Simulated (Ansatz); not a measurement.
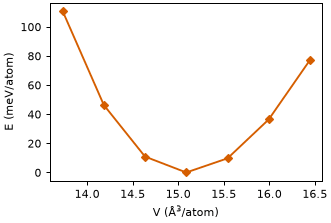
Figure: MoPd in space group Cmcm (No. 63; Mo on 4c, Pd on 4c) under volume change, DFT-r²SCAN in the program Ansatz with PAW potentials, shape and atoms relaxed at each volume.

What does a third-order Birch–Murnaghan fit give for V₀, B₀ and B′?

V₀ = 15.09 Å³/atom, B₀ = 240 GPa, B′ = 5.0.

The start of the workflow was typed in or built on a structure type; neither database checked (COD, Materials Project) lists it. Whether it is the stable phase at ambient conditions was not checked. Symmetry was held in the r²SCAN relaxation; its stability against distortions is not shown here. The run is not spin-polarised.

Potentials: the later of the program's two PAW sets.
